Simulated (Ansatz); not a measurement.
The compound is SrVO3 (Pm-3m).

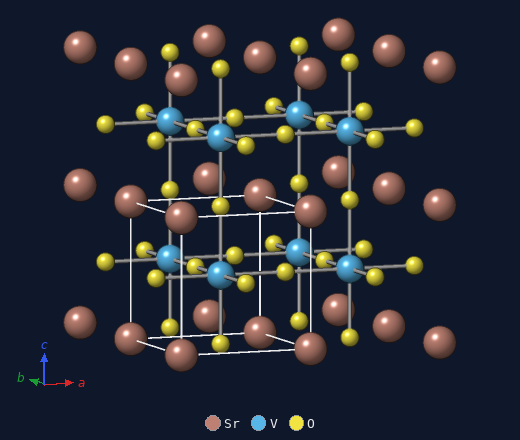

The structure (strontium pink, vanadium blue, oxygen yellow). 2×2×2 cells are drawn. Some periodic images of atoms are drawn too.

```cif
data_structure
_symmetry_space_group_name_H-M 'P 1'
_symmetry_Int_Tables_number 1
_cell_length_a 3.8420
_cell_length_b 3.8420
_cell_length_c 3.8420
_cell_angle_alpha 90.000
_cell_angle_beta 90.000
_cell_angle_gamma 90.000
_cell_volume 56.71
loop_
_atom_site_label
_atom_site_type_symbol
_atom_site_fract_x
_atom_site_fract_y
_atom_site_fract_z
_atom_site_occupancy
Sr1 Sr 0.00000 0.00000 0.00000 1
V2 V 0.50000 0.50000 0.50000 1
O3 O 0.50000 0.50000 0.00000 1
O4 O 0.50000 0.00000 0.50000 1
O5 O 0.00000 0.50000 0.50000 1
```

 The program's search for lower electronic states was switched off, so nothing shows that the state found is the lowest. PAW set soft_2, made with PBE.

A constrained-RPA run (Ansatz 0.2.0; non-magnetic LDA; V t2g + anion p, bands v10 to c2, 4×4×4 mesh, medium accuracy) builds 12 functions on bands 8.8 eV wide, with 19.0 electrons in the window. The bare on-site interaction is 19.7 eV and the bare J 0.75 eV.

**Question.** Estimate U, U′ and J.

On the V t2g shell, U = 6.10 eV (31 % of the bare value), U′ = 4.90 eV, J = 0.60 eV.

The parent state is non-magnetic and the interaction static (zero frequency); U depends on the window and the orbitals, so it belongs to this model alone. A window that holds the anion p bands defines a model with explicit ligands; its U belongs to that model and is not the U of DFT+U.

[Paths, hosts, dates, memory and timing lines, banners, echoed tables and standing remarks are left out of the program output.]

[Logs are printed without paths, hosts, clocks, repeated set-up lines and the standing remarks that a program may print on its own settings, such as how far it seeks lower states.]

[Runs of the session that timed out or met a known fault of the program may be left out.]

[Hosts, paths, dates, database ids (printed as entryN), source tags and the programs' standing remarks are cut or masked in the printed files.]
